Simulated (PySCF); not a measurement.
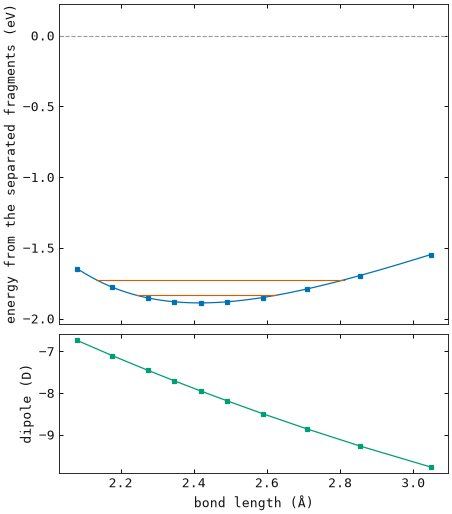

Bond curve of RbH, singlet. TPSS/def2-TZVP (ECP) with PySCF, UKS. One reference determinant with the occupation held, the lowest that a PBE0 search over spins and occupations found; no spin-orbit coupling. Zero is the separated fragments in their ground configurations, without counterpoise. With TPSS the solution stays closed-shell at all points drawn; such a solution can't reach the open-shell fragments at long range. 2 further points of the run are not drawn. Horizontal lines: vibrational levels from ωe and ωexe, starting at v = 0. The dipole is positive if the first atom is negative.

Question: What constants does a Dunham fit to the curve give (main isotopes)?

Answer: re = 2.416 Å, ωe = 911 cm⁻¹, ωexe = 15.6 cm⁻¹, De = 1.89 eV, Be = 2.9 cm⁻¹.

Question: How stiff is the bond?

Answer: The force constant is 0.49 mdyn/Å, which gives ωe = 911 cm⁻¹.
